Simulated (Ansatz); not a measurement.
## GaNH$_{5}$SClO: geometry relaxation

GaNH$_{5}$SClO, computed with RKS PBE0/def2-SVP (Ansatz 0.2.0).

The input holds or restrains some coordinates. It belongs to a series of runs on one base structure; here: pulled along the bonds that form and break, towards end B. Figures and captions count atoms from 1; the log counts them from 0 in places.

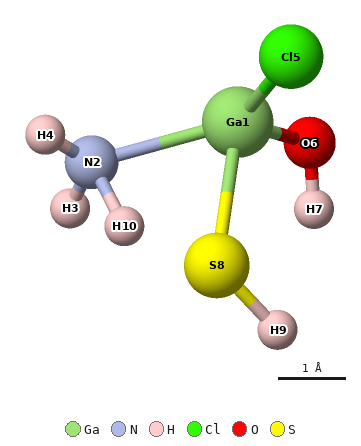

Fig. 1: The structure as given in the input (ball-and-stick view, seen on its broad side; atoms are numbered from 1 in the order of the input). Sticks mark near contacts.

## Summary

| quantity | value |
| --- | --- |
| outcome | converged under the restraints of the input |
| total energy | −79322.7130 eV |
| mean-field energy | −79322.7130 eV |
| largest force (length of the vector) at the end, held atoms and coordinates included | 1.086 eV/Å |
| hardware | 4 threads of Intel Xeon (Sapphire Rapids), 32 GiB of memory available, shared host |
| wall time | 18 s (CPU time 61 s) |
| peak memory | 0.35 GiB |

## Input file
```yaml
crystal:
  periodic: [false, false, false]
  atoms:
    - { symbol: Ga, position_ang: [0.0, 0.0, 0.0] }
    - { symbol: "N", position_ang: [0.0, 0.0, 2.28] }
    - { symbol: H, position_ang: [-0.877, -0.2713, 2.81] }
    - { symbol: H, position_ang: [0.877, 0.2713, 2.81] }
    - { symbol: Cl, position_ang: [1.9398, 0.0, -1.12] }
    - { symbol: O, position_ang: [-1.5501, 0.0, -0.895] }
    - { symbol: H, position_ang: [-2.0598, -0.8467, -0.6865] }
    - { symbol: S, position_ang: [0.5405, -2.3782, 0.8104] }
    - { symbol: H, position_ang: [-0.3367, -3.2879, 0.2079] }
    - { symbol: H, position_ang: [0.2866, -1.2608, 2.0261] }
basis:
  gaussian: { orbitals: def2-SVP }
hamiltonian:
  xc: pbe0
relax:
  f_tol: 0.15
  max_steps: 25
  restrain:
    - { distance: [0, 7], at: 2.27, k: 30.0 }
    - { distance: [9, 1], at: 1.06, k: 30.0 }
    - { distance: [0, 1], at: 3.13, k: 30.0 }
    - { distance: [9, 7], at: 2.6, k: 30.0 }
output:
  orbitals: {}
```

Command:
```bash
ansatz run input.yaml --threads 4 --pin off --max-ram 5120MiB --backend cpu --events-out ev --progress --plain --runs-dir out
```

## Output
```
The last accepted step is kept in [file] (removed where the run ends without a failure and the disk answers)
Engine: ansatz 0.2.0, x86_64-unknown-linux-gnu
Functional definition: PBE0
  parameter a = 0.25
  parameter kappa = 0.804
  parameter beta = 0.06672455060314922
  exchange = (1 - a)*pbe_x(kappa = kappa, mu = beta*pi^2/3) + a*exact_x
  correlation = pbe_c(beta = beta)
1248 factors; integrals over basis functions are off by at most 4.0e-4 eV
mean field evaluation 1: about -79311.9132 eV, gradient 6.8e1 eV
mean field evaluation 2: about -79292.4501 eV, gradient 1.2e2 eV
mean field evaluation 4: about -79320.5635 eV, gradient 6.0e0 eV
mean field evaluation 8: about -79320.6562 eV, gradient 5.1e-1 eV
mean field evaluation 16: about -79320.6567 eV, gradient 3.1e-5 eV
mean field -79320.65674104 eV, -2914.9803697610 hartree, gradient 3.1e-5 eV, S^2 0.000000; 0 other end points of the search recorded, 0 dependent functions left out
the calculation of the forces begins
reference -79320.65677075 eV, -2914.9803708527 hartree; 42, 42 occupied and 79, 79 virtual orbitals, 1248 factors
relax step   1: F+E_penalty+E_count = -79320.65674104 eV  Δ(F+E_penalty+E_count) = +0.000e0 eV  max|allowed force component| = 2.599e0 eV/Å  E_restraint = 26.13918283 eV  max|allowed force component, restraints' pulls added| = 2.827e1 eV/Å  Δτ_max = 0.0000 Å  (29 SCF iters, accepted)
  distance Ga 0 - S 7 = 2.5700 Å
  distance H 9 - N 1 = 1.3177 Å
  distance Ga 0 - N 1 = 2.2800 Å
  distance H 9 - S 7 = 1.6706 Å
these checks for a lower state are left out or cut short: starts, cluster_reference, orbital_swaps, neighbouring_geometries, increment
1248 factors; integrals over basis functions are off by at most 6.3e-4 eV
mean field -79321.21569477 eV, -2915.0009109318 hartree, gradient 8.4e-6 eV, S^2 0.000000; 0 other end points of the search recorded, 0 dependent functions left out
[... from here on the field's lines of each further geometry are left out, up to the last ...]
relax step   2: F+E_penalty+E_count = -79321.21569477 eV  Δ(F+E_penalty+E_count) = -5.590e-1 eV  max|allowed force component| = 3.723e0 eV/Å  E_restraint = 11.19650924 eV  max|allowed force component, restraints' pulls added| = 1.658e1 eV/Å  Δτ_max = 0.1949 Å  (35 SCF iters, accepted)
relax step   3: F+E_penalty+E_count = -79321.41862280 eV  Δ(F+E_penalty+E_count) = -2.029e-1 eV  max|allowed force component| = 3.357e0 eV/Å  E_restraint = 3.00138416 eV  max|allowed force component, restraints' pulls added| = 7.556e0 eV/Å  Δτ_max = 0.1949 Å  (31 SCF iters, accepted)
relax step   4: F+E_penalty+E_count = -79321.73686076 eV  Δ(F+E_penalty+E_count) = -3.182e-1 eV  max|allowed force component| = 2.786e0 eV/Å  E_restraint = 0.30607474 eV  max|allowed force component, restraints' pulls added| = 2.542e0 eV/Å  Δτ_max = 0.1946 Å  (31 SCF iters, accepted)
relax step   5: F+E_penalty+E_count = -79322.25233611 eV  Δ(F+E_penalty+E_count) = -5.155e-1 eV  max|allowed force component| = 3.315e0 eV/Å  E_restraint = 0.01390827 eV  max|allowed force component, restraints' pulls added| = 3.140e0 eV/Å  Δτ_max = 0.1945 Å  (29 SCF iters, accepted)
relax step   6: F+E_penalty+E_count = -79322.48631681 eV  Δ(F+E_penalty+E_count) = -2.340e-1 eV  max|allowed force component| = 1.786e0 eV/Å  E_restraint = 0.01620105 eV  max|allowed force component, restraints' pulls added| = 1.395e0 eV/Å  Δτ_max = 0.1989 Å  (30 SCF iters, accepted)
relax step   7: F+E_penalty+E_count = -79322.57892621 eV  Δ(F+E_penalty+E_count) = -9.261e-2 eV  max|allowed force component| = 1.282e0 eV/Å  E_restraint = 0.01040800 eV  max|allowed force component, restraints' pulls added| = 1.282e0 eV/Å  Δτ_max = 0.1904 Å  (29 SCF iters, accepted)
relax step   8: F+E_penalty+E_count = -79322.68321565 eV  Δ(F+E_penalty+E_count) = -1.043e-1 eV  max|allowed force component| = 8.539e-1 eV/Å  E_restraint = 0.01575260 eV  max|allowed force component, restraints' pulls added| = 4.976e-1 eV/Å  Δτ_max = 0.1351 Å  (29 SCF iters, accepted)
the calculation of the forces begins
reference -79322.71302635 eV, -2915.0559368523 hartree; 42, 42 occupied and 79, 79 virtual orbitals, 1248 factors
relax step   9: F+E_penalty+E_count = -79322.71299535 eV  Δ(F+E_penalty+E_count) = -2.978e-2 eV  max|allowed force component| = 7.669e-1 eV/Å  E_restraint = 0.01636127 eV  max|allowed force component, restraints' pulls added| = 1.212e-1 eV/Å  Δτ_max = 0.1082 Å  (29 SCF iters, accepted)
```

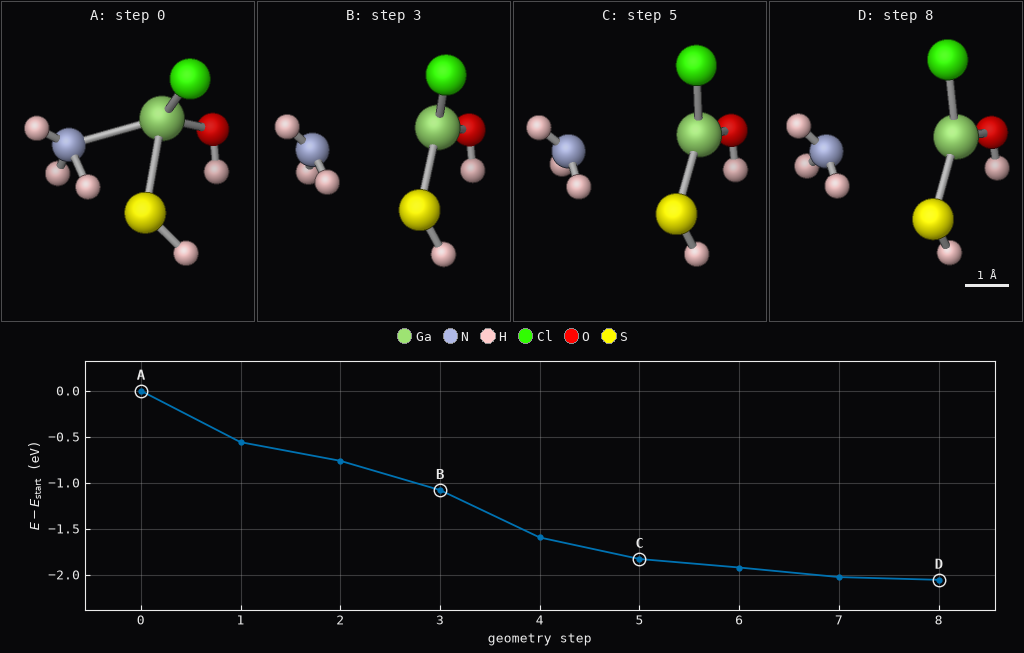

Fig. 2: Frames of the restrained relaxation (ball-and-stick view, seen on its broad side) above the curves, on which the letters mark them (the first geometry is step 0 here and step 1 in the log).

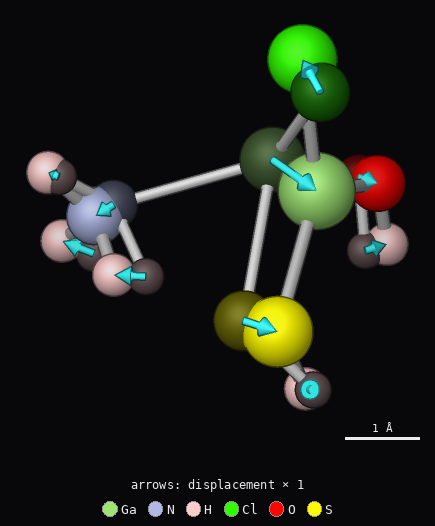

Fig. 3: Start (faint) and end (solid) with the displacements as teal arrows, at true length (ball-and-stick view, seen on its broad side). The two geometries are laid on each other by the best rigid fit. Over 8 geometry steps the energy falls by 2.056 eV. Largest force component: 2.6 eV/Å at the start, 0.77 eV/Å at the end. The atom that moves furthest after the best rigid fit is Ga1 (0.86 Å). By element the largest moves are Ga 0.86 Å, Cl 0.62 Å, S 0.54 Å, H 0.47 Å, O 0.32 Å, N 0.30 Å. Among the contacts that change: Ga1–N2 2.280 → 3.110 Å, Ga1–S8 2.570 → 2.256 Å, N2–H10 1.318 → 1.039 Å, Ga1–Cl5 2.240 → 2.140 Å. Among the angles that change: Cl5–Ga1–S8 88.6° → 116.7°, H3–N2–H10 91.8° → 109.1°, Ga1–S8–H9 109.5° → 94.0°. (Atoms are counted from 1 in the order of the input.)

```
  distance Ga 0 - S 7 = 2.2561 Å
  distance H 9 - N 1 = 1.0388 Å
  distance Ga 0 - N 1 = 3.1101 Å
  distance H 9 - S 7 = 2.6071 Å
1248 factors; integrals over basis functions are off by at most 7.6e-4 eV
mean field -79322.71299535 eV, -2915.0559357131 hartree, gradient 1.6e-5 eV, S^2 0.000000; 1 other end points of the search recorded, 0 dependent functions left out
the calculation of the forces begins
reference -79322.71302635 eV, -2915.0559368523 hartree; 42, 42 occupied and 79, 79 virtual orbitals, 1248 factors
Total energy: -79322.71302635 eV, -2915.0559368523 hartree
Atom 0 at     0.138479    -0.674649    -0.516868 Å, force     0.068595    -0.272837     0.720004 eV/Å
Atom 1 at     0.081276    -0.120349     2.542902 Å, force     0.145413    -0.754438    -0.766854 eV/Å
Atom 2 at    -0.708160    -0.030382     3.176686 Å, force     0.013380    -0.008343     0.046551 eV/Å
Atom 3 at     0.879128     0.369031     2.940356 Å, force    -0.002096    -0.005660     0.039053 eV/Å
Atom 4 at     1.807963     0.588857    -0.959221 Å, force    -0.071426    -0.035571     0.004388 eV/Å
Atom 5 at    -1.449573    -0.186122    -1.142948 Å, force     0.024577     0.007904    -0.015143 eV/Å
Atom 6 at    -2.175644    -0.798344    -0.983849 Å, force     0.073987     0.000389     0.028907 eV/Å
Atom 7 at     0.603171    -2.691108     0.381935 Å, force    -0.092371     0.291319    -0.335092 eV/Å
Atom 8 at    -0.684032    -3.105559     0.356041 Å, force     0.008577     0.014458     0.001498 eV/Å
Atom 9 at     0.327692    -1.124974     2.447868 Å, force    -0.168636     0.762777     0.276688 eV/Å
Dipole moment:    -0.458898    -0.376696     0.632569 e Å
```

## Trajectory as extended XYZ (Å, eV, eV/Å), 9 frames, from step=1 to step=9
```
10
Properties=species:S:1:pos:R:3:forces:R:3 step=1 energy=-79320.65674
Ga    0.0000    0.0000    0.0000    1.0904  -2.4596   0.8588
N     0.0000    0.0000    2.2800    1.1212  -2.5987  -0.9638
H    -0.8770   -0.2713    2.8100    1.4259   1.2520  -0.3416
H     0.8770    0.2713    2.8100   -1.8842   0.0830  -0.2497
Cl    1.9398    0.0000   -1.1200   -0.9192   0.9179   0.6355
O    -1.5501    0.0000   -0.8950   -0.9832  -1.1736   0.6329
H    -2.0598   -0.8467   -0.6865    1.0866   1.7496  -0.3590
S     0.5405   -2.3782    0.8104   -0.3132  -0.8275  -1.4441
H    -0.3367   -3.2879    0.2079    0.4117   0.8348   0.7689
H     0.2866   -1.2608    2.0261   -1.0359   2.2220   0.4620
10
Properties=species:S:1:pos:R:3:forces:R:3 step=2 energy=-79321.21570
Ga    0.0297   -0.1030   -0.1399    0.6076  -2.7101   1.1897
N     0.0099   -0.0234    2.4102    0.8510  -3.7232  -3.5863
H    -0.8803   -0.2628    2.8325    0.0514   1.2010   1.1058
H     0.8763    0.2784    2.8345   -0.5411   0.5703   1.1773
Cl    1.9429    0.0097   -1.1230   -0.0716   1.0047   0.1034
O    -1.5668   -0.0032   -0.8977   -0.8470  -0.4291   0.2338
H    -2.0555   -0.8375   -0.6890    0.5731   1.0297  -0.2157
S     0.5616   -2.4132    0.6521    0.0850   0.4375  -0.3034
H    -0.3475   -3.2955    0.2039   -0.3678   0.1155  -0.0491
H     0.2500   -1.1231    2.1592   -0.3405   2.5038   0.3447
10
Properties=species:S:1:pos:R:3:forces:R:3 step=3 energy=-79321.41862
Ga    0.0545   -0.2326   -0.2833   -0.0653  -2.4902   1.2822
N     0.0137   -0.0498    2.5153    0.3245  -1.1795  -3.3565
H    -0.8954   -0.2416    2.8684   -0.7627   1.3560   1.6564
H     0.8779    0.2942    2.8696   -0.1112   1.0297   1.5858
Cl    1.9541    0.0288   -1.1296    0.7178   1.0925  -0.3019
O    -1.5814   -0.0021   -0.8978   -0.5046   0.1178   0.0065
H    -2.0538   -0.8275   -0.6920    0.0638   0.4094  -0.0952
S     0.5811   -2.4331    0.4972    0.6913   0.8698   0.0863
H    -0.3635   -3.3002    0.1945   -0.9861  -0.3067  -0.2610
H     0.2331   -1.0097    2.3006    0.6325  -0.8987  -0.6026
10
Properties=species:S:1:pos:R:3:forces:R:3 step=4 energy=-79321.73686
Ga    0.0676   -0.3801   -0.4096   -0.0816  -1.5520   0.8863
N     0.0127   -0.0388    2.5897    0.0845  -2.2365  -2.7859
H    -0.9300   -0.1816    2.9310    0.2638   1.3885   1.1833
H     0.8751    0.3476    2.9313   -0.5706   0.8406   1.2822
Cl    1.9870    0.0777   -1.1463    0.4565   0.9338  -0.2115
O    -1.5931    0.0037   -0.8958    0.0380   0.1279   0.0049
H    -2.0661   -0.8157   -0.6987   -0.2713   0.1521  -0.0543
S     0.6177   -2.4672    0.3629    0.5862   0.3264   0.0593
H    -0.3999   -3.3015    0.1881   -0.7930  -0.0967  -0.0916
H     0.2493   -1.0177    2.3903    0.2875   0.1158  -0.2726
10
Properties=species:S:1:pos:R:3:forces:R:3 step=5 energy=-79322.25234
Ga    0.0927   -0.5548   -0.4913    0.4453  -0.3494   0.5840
N     0.0031   -0.0745    2.5848    3.3153  -1.7578  -2.9365
H    -0.8829   -0.0993    2.9553   -2.3171   0.7743   1.8189
H     0.8156    0.3999    2.9746   -0.8772   0.2181   0.5370
Cl    1.9952    0.2251   -1.1547   -0.4100   0.3211   0.0690
O    -1.5642    0.0027   -0.8818    0.3834  -0.4830   0.0767
H    -2.1048   -0.7839   -0.7073   -0.2029   0.3510  -0.0819
S     0.6796   -2.5691    0.3372   -0.3070  -0.0744  -0.2480
H    -0.4852   -3.2537    0.1986    0.0447   0.2102   0.0671
H     0.2713   -1.0660    2.4275   -0.0745   0.7899   0.1136
10
Properties=species:S:1:pos:R:3:forces:R:3 step=6 energy=-79322.48632
Ga    0.0609   -0.5868   -0.4986    0.5059  -0.1381   0.5341
N     0.1004   -0.1113    2.5829    1.0518  -1.6276  -1.7858
H    -0.8312   -0.0134    2.9243   -0.4366   0.5466   0.8423
H     0.8812    0.3533    3.0352   -0.5476   0.2450   0.3577
Cl    1.9177    0.3768   -1.0521   -0.4411   0.1140   0.0491
O    -1.5693   -0.0577   -1.0390    0.3798  -0.5573   0.3095
H    -2.1525   -0.8104   -0.8488   -0.0844   0.3658  -0.1366
S     0.6523   -2.5842    0.3605   -0.5018  -0.0691  -0.3205
H    -0.5545   -3.2135    0.2713    0.2218   0.2007   0.0379
H     0.3152   -1.1265    2.5073   -0.1476   0.9200   0.1124
10
Properties=species:S:1:pos:R:3:forces:R:3 step=7 energy=-79322.57893
Ga    0.1528   -0.6930   -0.5177    0.1285   0.5091   0.5710
N     0.0653   -0.0945    2.5358   -0.7939  -0.8970  -0.5251
H    -0.8052    0.0553    3.0985    1.2815  -0.2268  -0.5697
H     0.8823    0.3469    2.9504   -0.1935  -0.0240   0.1685
Cl    1.8703    0.5602   -1.0324   -0.5940  -0.4589   0.1639
O    -1.4850   -0.0708   -0.9553    0.1310  -1.1010   0.1209
H    -2.1250   -0.8100   -0.8812    0.3730   0.7088  -0.0723
S     0.6389   -2.7169    0.3643   -0.4919   0.1337  -0.3953
H    -0.6280   -3.2378    0.2925    0.4147   0.2913   0.0151
H     0.2539   -1.1129    2.3881   -0.2555   1.0646   0.5232
10
Properties=species:S:1:pos:R:3:forces:R:3 step=8 energy=-79322.68322
Ga    0.1439   -0.6952   -0.5167   -0.2444  -0.0882   0.7538
N     0.0792   -0.0957    2.5316   -0.1880  -0.8539  -0.6986
H    -0.7278   -0.0131    3.1613    0.4744  -0.0714  -0.2251
H     0.8851    0.3836    2.9217   -0.0386   0.0146   0.1138
Cl    1.8130    0.5792   -0.9115   -0.0131  -0.0363  -0.0373
O    -1.4691   -0.1316   -1.0516    0.0717  -0.4976   0.0416
H    -2.1541   -0.8165   -0.9865    0.2616   0.3049  -0.0082
S     0.6057   -2.7228    0.3681   -0.2322   0.2907  -0.3717
H    -0.6789   -3.1635    0.3367    0.1432   0.0986   0.0032
H     0.3233   -1.0979    2.3899   -0.2347   0.8385   0.4284
10
Properties=species:S:1:pos:R:3:forces:R:3 step=9 energy=-79322.71299
Ga    0.1385   -0.6746   -0.5169    0.0686  -0.2728   0.7200
N     0.0813   -0.1203    2.5429    0.1454  -0.7544  -0.7669
H    -0.7082   -0.0304    3.1767    0.0134  -0.0083   0.0466
H     0.8791    0.3690    2.9404   -0.0021  -0.0057   0.0391
Cl    1.8080    0.5889   -0.9592   -0.0714  -0.0356   0.0044
O    -1.4496   -0.1861   -1.1429    0.0246   0.0079  -0.0151
H    -2.1756   -0.7983   -0.9838    0.0740   0.0004   0.0289
S     0.6032   -2.6911    0.3819   -0.0924   0.2913  -0.3351
H    -0.6840   -3.1056    0.3560    0.0086   0.0145   0.0015
H     0.3277   -1.1250    2.4479   -0.1686   0.7628   0.2767
```

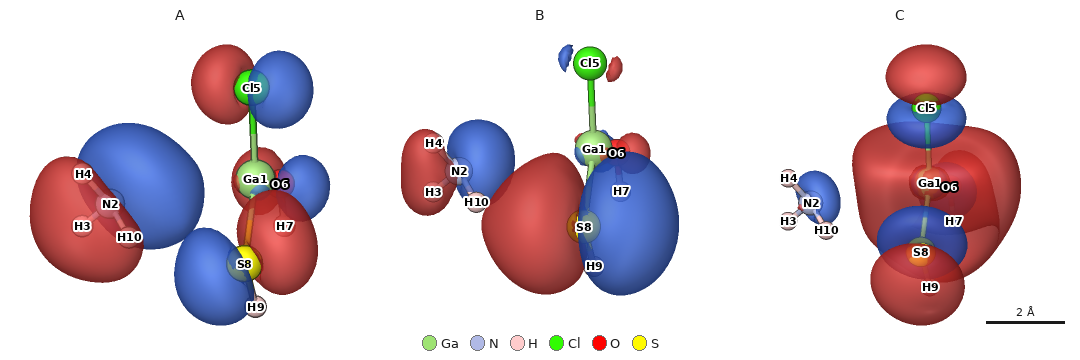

Fig. 4: Three frontier orbitals at ±0.06 Å⁻³ᐟ² (blue and red are the two phases). A is the HOMO−1 (−7.98 eV). B is the HOMO (−7.61 eV). C is the LUMO (−0.75 eV). By Hirshfeld shares it lies mainly on Ga1 (40 %), S8 (20 %), Cl5 (15 %) and O6 (10 %). The HOMO–LUMO gap is 6.86 eV between the orbital energies.

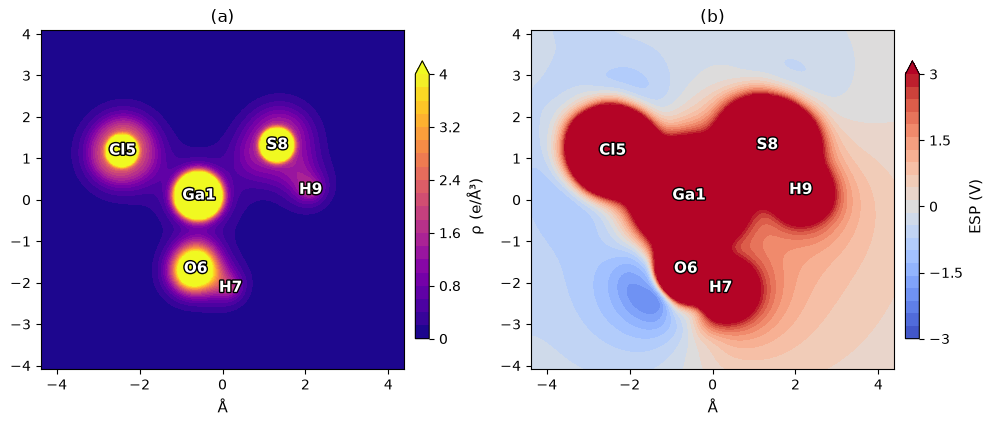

Fig. 5: (a) electron density; (b) electrostatic potential on the plane of atoms Ga1, S8 and H9. Ga–Cl (2.14 Å): ρ at the midpoint is about 0.69 e/Å³. Ga–S (2.26 Å): ρ is about 0.63 e/Å³ halfway. O–H (0.96 Å): ρ at the midpoint is about 3.6 e/Å³, with its minimum of 2.4 e/Å³ about 0.8 Å from O. S–H (1.35 Å): ρ at the midpoint is about 1.4 e/Å³.
